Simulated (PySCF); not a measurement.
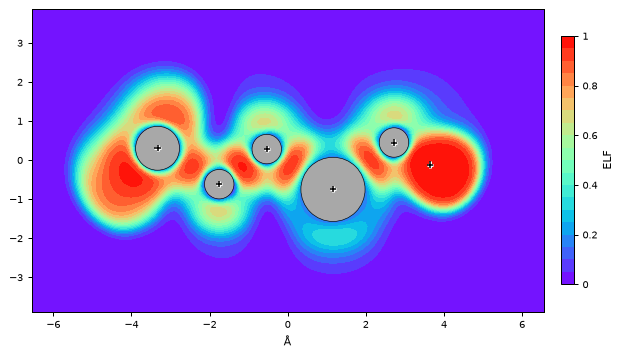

The electron localisation function on a plane through atoms (crosses mark nuclei in the plane; grey discs cover the cores).

Level of theory: B3LYP/def2-SVPD, SCF density, gas phase (PySCF).

Candidates:
A. C8H4In (SMILES C#[C][In-]([C]#C)([C]#C)[C]#C) (charge −1)
B. C4H12GeS (SMILES CSC[CH2][GeH2][CH3])

> Which system is this?

Candidate B: C4H12GeS on the plane of atoms C3, C4 and Ge5, which holds S, C, Ge and H. C–C (1.51 Å): the ELF peaks at about 0.95 between the atoms, as expected for localised, covalent bonding. C–S (1.83 Å): the ELF peaks at about 0.95 between the atoms (a shared electron pair).
